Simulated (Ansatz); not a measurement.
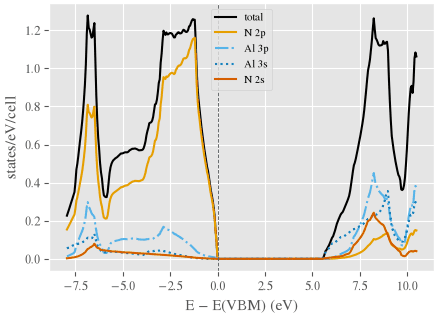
*Total and projected density of states of AlN (rock salt, space group No. 225), r²SCAN (plane waves, PAW; program Ansatz)*

**Question.** Which orbitals carry the states next to the gap?

**Answer.** Top 1 eV of the valence band: N 2p 94 %. Bottom 1 eV of the conduction band: Al 3s 60 %, Al 3p 8 %, N 2s 7 %, outside the projected shells 24 %. Projections are on Löwdin-orthogonalised atomic valence shells; empty p or d shells of many metals are not among them.

**Question.** Where is the tallest occupied peak in this window, and what makes it?

**Answer.** Near -6.8 eV, about 1.3 states/eV per cell; the largest projected share is N 2p.

Space group Fm-3m (rock salt). This is a known high-pressure phase of the composition, computed here at zero pressure and temperature. The r²SCAN relaxation kept the symmetry of its start; whether a distortion lowers the energy is not shown.

Potentials: the later of the program's two PAW sets.
